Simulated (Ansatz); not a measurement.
# H₆OSi₂···SiH₄: what the fields show

The calculation's input:

```
crystal:
  periodic: [false, false, false]
  atoms:
    - {symbol: Si, position_ang: [-1.995233, -0.248289, -0.205552]}
    - {symbol: Si, position_ang: [1.341803, -0.122414, 1.964902]}
    - {symbol: H, position_ang: [-3.227864, -0.831703, -0.789753]}
    - {symbol: H, position_ang: [-1.657656, -0.973224, 1.046908]}
    - {symbol: H, position_ang: [-2.220927, 1.187387, 0.108260]}
    - {symbol: H, position_ang: [0.673825, 0.921037, 1.142946]}
    - {symbol: O, position_ang: [-0.778428, -0.408548, -1.283601]}
    - {symbol: Si, position_ang: [0.501747, 0.306146, -2.005126]}
    - {symbol: H, position_ang: [2.760195, 0.262612, 2.175393]}
    - {symbol: H, position_ang: [0.651779, -0.224375, 3.275188]}
    - {symbol: H, position_ang: [1.275745, -1.425406, 1.259114]}
    - {symbol: H, position_ang: [0.442069, 0.028528, -3.461446]}
    - {symbol: H, position_ang: [1.764606, -0.246466, -1.452228]}
    - {symbol: H, position_ang: [0.468339, 1.774816, -1.775304]}
basis:
  gaussian: {orbitals: def2-TZVPP}
hamiltonian: {xc: pbe0, dispersion: d4}
output: {orbitals: {seedname: orbitals}}
```

Command:

```sh
ansatz run in.yaml --threads 8 --pin off --events-out ev --progress --plain --max-ram 19148MiB
```

The product side of a reaction path; geometry: PBE0-D4/def2-TZVP; a saddle point, not a minimum.

Computed with Ansatz 0.2.0, RKS PBE0-D4/def2-TZVPP.

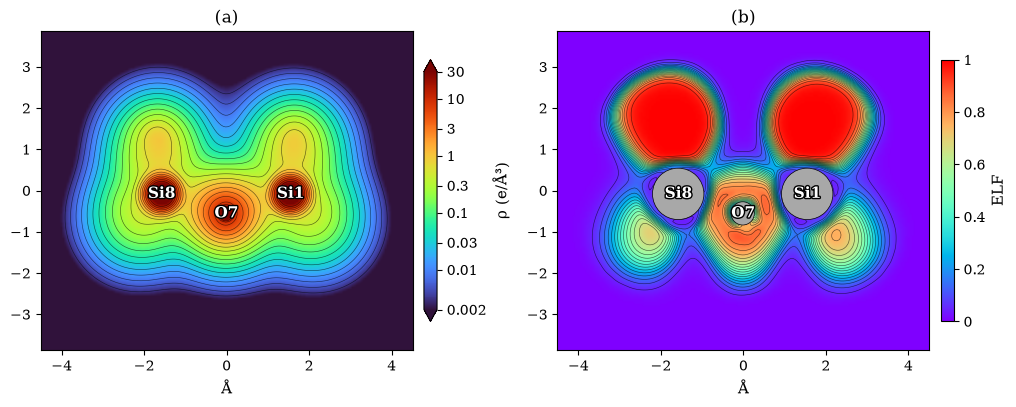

Figure 1. (a) electron density; (b) ELF on the plane of atoms Si1, O7 and Si8. Grey discs cover the atomic cores in the ELF map.

Read the bonding off the picture.

- The section cuts through Si and O sites.
- Si–O (1.63 Å): ρ at the midpoint is about 1.2 e/Å³; the ELF peaks at about 0.85 between the atoms; a shared but strongly polarised pair.
- The ELF also peaks beside O7, away from the bonds: lone-pair regions.

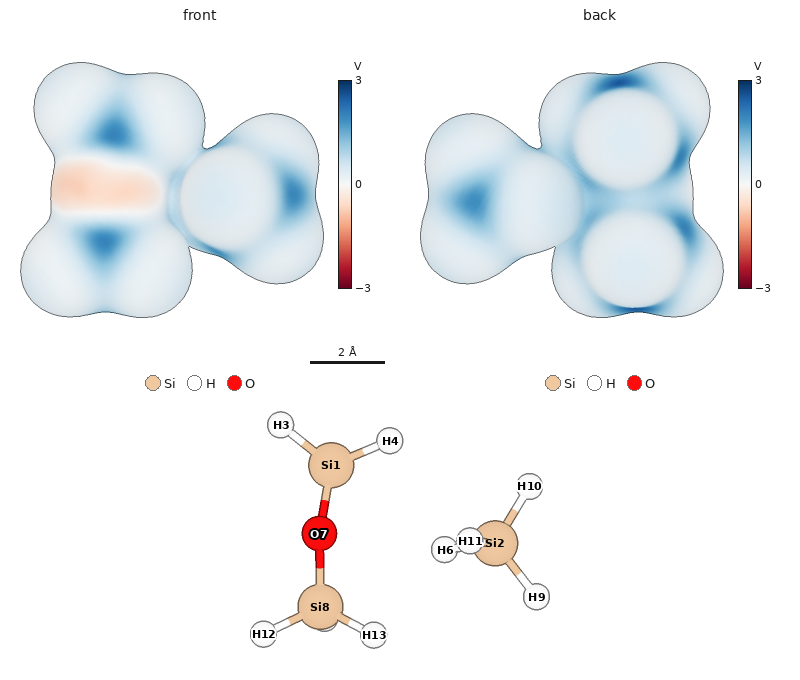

Figure 2. The electrostatic potential painted on the density surface at 0.004 e/bohr³, seen from the front and from behind; the colour scale runs from red (negative) to blue (positive). The bare structure is drawn below in the same view.

Where is the surface potential most negative and most positive?

The most negative region (about −0.7 V) lies over O7, the most positive (about +2.2 V) over Si1 and Si8.

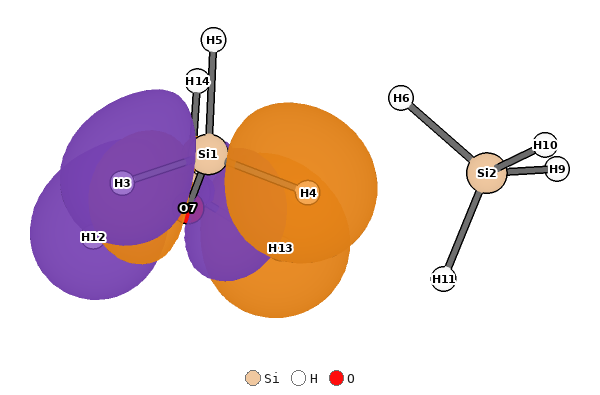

Figure 3. The HOMO at ±0.1 Å⁻³ᐟ² (orange and purple are the two phases), seen from one side.

Where does this orbital lie, and at what energy?

It lies mainly on O7 (about 30 %), Si8 (about 15 %), Si1 (about 15 %), H4 (about 10 %), H13 (about 10 %) and H12 (about 10 %). Its energy is −8.69 eV.
